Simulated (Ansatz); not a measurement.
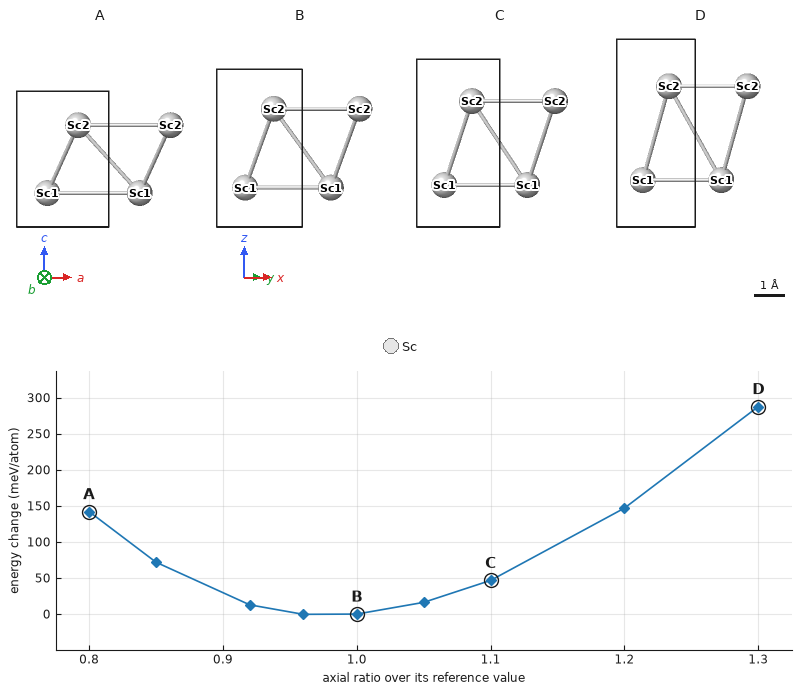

A crystal of Sc (P6_3/mmc): the ratio of the cell's length along z to its lengths across, counted as 1 for the reference, is changed at fixed volume (a c/a path), with the atoms kept at their fractional coordinates. x, y and z are the Cartesian axes of the input. The lettered frames are marked on the plot. The picture is a ball-and-stick view of the cell of the calculation, repeated 2 × 3 × 1 with one cell outlined, seen along the b axis.

These are results of DFT PBE, scalar-relativistic, plane waves, PAW in Ansatz 0.2.0, not measurements. (plane-wave cutoff 420 eV; k-point mesh 18 × 18 × 10; occupations gaussian; smearing width 0.15 eV; no spin polarisation). Energies (free energies at the smearing named) are counted from the cell as listed in its source, which wasn't relaxed.

> Read off the main features of the energy profile.

The lowest computed point lies at the relative ratio 0.96 (−0.4 meV/atom). The end points stand at 142.0 meV/atom (0.80) and 287.7 meV/atom (1.30). The unrelaxed reference is under a pressure of −0.6 GPa. The distortion keeps the space group P6_3/mmc. At the relative ratio 1.30 the cell of the drawing goes a 3.309 → 3.032 Å, b 3.309 → 3.032 Å, c 5.268 → 6.275 Å.
